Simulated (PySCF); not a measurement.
**BCl₃, SMILES `ClB(Cl)Cl`: what the electrons do**

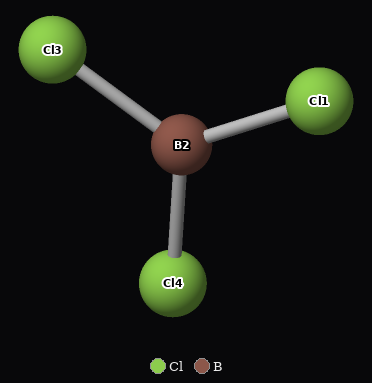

The molecule, with its atoms numbered as below. No frequency check shows the geometry to be a minimum.

Cartesian coordinates (Å):

```
Cl1     -1.7201   -0.1071    0.0000
B2       0.0001    0.0000    0.0000
Cl3      0.9528   -1.4361    0.0000
Cl4      0.7673    1.5432    0.0000
```

## 1. Bonding charge

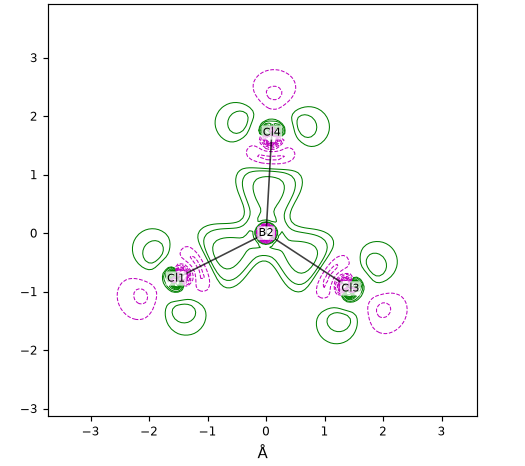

Deformation density (molecule less spherical, spin-averaged free atoms) in the molecular plane; contours at ±0.05 to ±0.8 e/Å³; solid green lines: gain, dashed magenta lines: loss.

Computed with PySCF, BP86/def2-SVPD, geometry: GFN2-xTB.

Question: How much density has each bond in this plane gained at its critical point, relative to the free atoms?

Answer: B2–Cl3, B2–Cl4 and Cl1–B2: +0.25 e/Å³ at the bond critical point (bond length 1.72 Å). In all, 0.8 electrons gather in the regions of gain relative to the promolecule.

Question: Where do the Hirshfeld charges lie?

Answer: The highest Hirshfeld charge is on B2 (+0.13 e), the lowest on Cl1, Cl3 and Cl4 (−0.04 e).

| atom | charge (e) |
| --- | --- |
| Cl1 | −0.04 |
| B2 | +0.13 |
| Cl3 | −0.04 |
| Cl4 | −0.04 |

## 2. Bond critical points

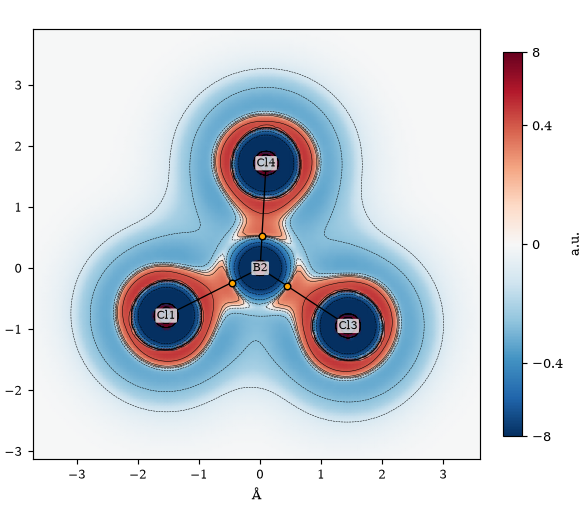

Negative Laplacian of the density (−∇²ρ) in the molecular plane (red positive, blue negative, colour scale in a.u., logarithmic beyond ±0.04), with bond paths and bond critical points (dots).

Question: At which bond critical points in this plane is charge locally concentrated, and at which depleted?

Answer: Concentrated (∇²ρ < 0): B2–Cl3, B2–Cl4 and Cl1–B2 (0.00 a.u.). At none is it depleted.

Question: Where along B2–Cl3 does the critical point lie?

Answer: 0.52 Å from B2 and 1.20 Å from Cl3.

## 3. Electrostatic potential

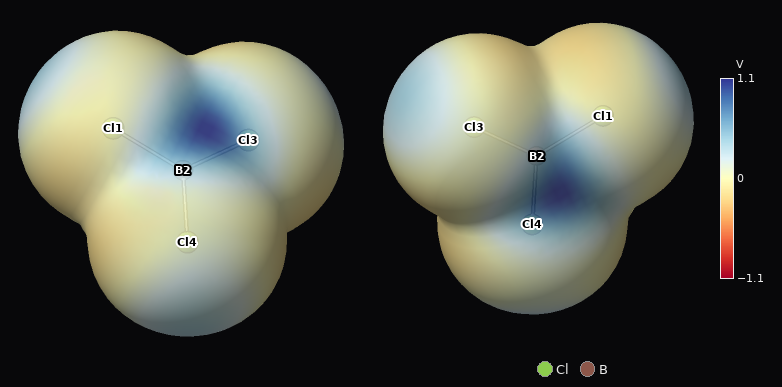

Electrostatic potential on the surface of electron density 0.001 a.u. (back view left, front view right).

Question: Where are the extremes of the potential on the surface?

Answer: Highest: 1.09 V, off the molecular plane, over B2 (1.9 Å), and at like points elsewhere. Further maxima include 0.43 V, 2.0 Å from Cl3, and at like points elsewhere. Lowest: −0.21 V, 2.1 Å from Cl1, and at like points elsewhere. The surface is sampled at points, so like sites can differ by a few per cent and only the strongest of them is named.

Question: Does Cl3 carry a σ-hole?

Answer: Yes: a local maximum of +0.43 V lies on the extension of the B2–Cl3 bond.

## 4. In an electric field

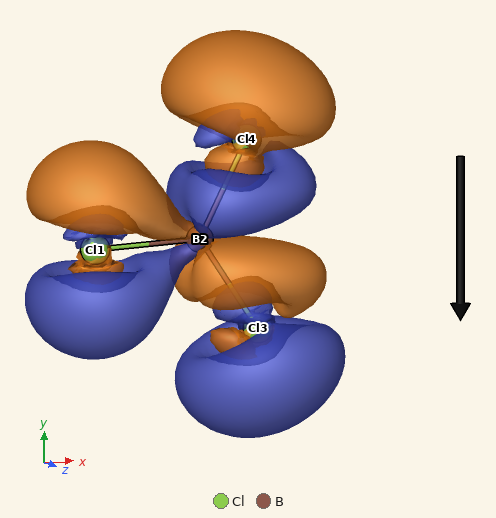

Change of the electron density in a uniform field of 0.21 V/Å along −y (arrow), surfaces at ±0.001 e/Å³ (orange: gain, blue: loss).

PySCF calculation, HF/def2-SVPD, gas phase; geometry: GFN2-xTB.

The field was applied in both directions; the picture shows the one opposite to the script's first.

Question: What dipole is induced, and what polarisability does it imply?

Answer: The induced dipole is 0.57 D (along the field); α along this axis, from the fields in both directions, is 56 bohr³ (8.3 Å³).

## 5. Removing or adding an electron

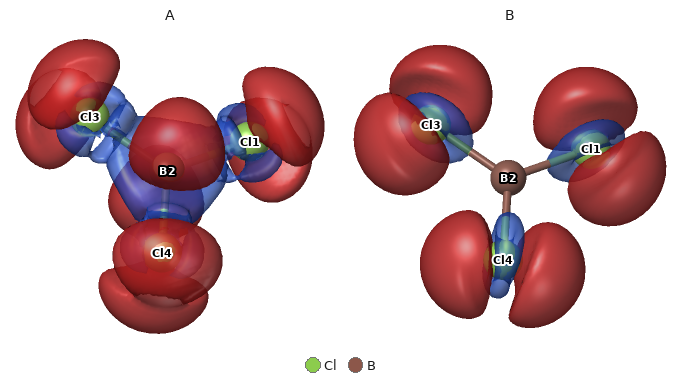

The two Fukui functions at ±0.015 e/Å³ (red positive, blue negative).

Level of theory: LDA (SVWN)/cc-pVTZ (PySCF), at a geometry from GFN2-xTB.

Question: Which panel is f⁻ (electron removed) and which f⁺ (electron added)?

Answer: A is f⁺, B is f⁻. f⁻ (Hirshfeld-condensed) is largest on Cl1, Cl3 and Cl4 (0.31 each); the vertical ionisation energy is 10.95 eV (the stability of the cation's solution wasn't checked). f⁺ (Hirshfeld-condensed) is largest on B2 (0.27) and Cl1, Cl3 and Cl4 (0.24 each); the vertical electron affinity is −0.34 eV (the stability of the anion's solution wasn't checked; negative, but this basis has no diffuse functions, so it doesn't show that the anion is unbound).

Question: What chemical potential and hardness follow from the two energies?

Answer: μ = −(I + A)/2 = −5.31 eV and η = I − A = 11.28 eV.

## 6. Stretching a bond

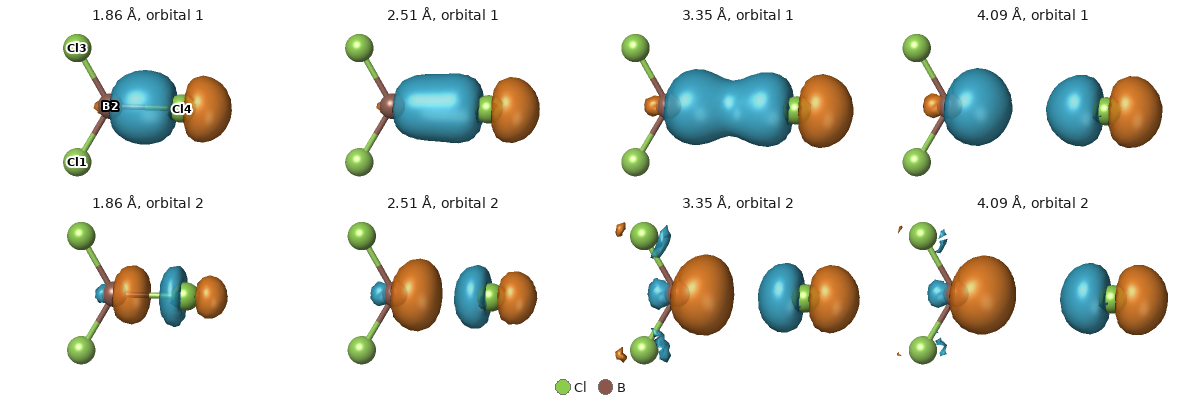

Rigid stretch of the B2–Cl4 bond. The two CASSCF(2,2) natural orbitals nearest half filling (orbital 1 the more occupied).

Level of theory: def2-SVP basis (PySCF), at a geometry from GFN2-xTB.

Question: How do the occupations change along the stretch?

Answer: 1.86 Å: 1.98 and 0.02; 2.51 Å: 1.90 and 0.10; 3.35 Å: 1.53 and 0.47; 4.09 Å: 1.19 and 0.81. At the longest distance computed (5.21 Å) they are 1.03 and 0.97, and the effective number of unpaired electrons is 2.0.

Question: Where does the UHF solution part from RHF?

Answer: Between 2.23 Å (⟨S²⟩ = 0, the two coincide) and 2.51 Å (⟨S²⟩ = 0.06); at 5.21 Å ⟨S²⟩ is 1.01 and UHF lies 4.1 eV below RHF.

The PySCF runs shown took 11 s, 4.2 s, 46 s and 3.9 min on 1 thread of Arm Neoverse N1, with other jobs on the host.
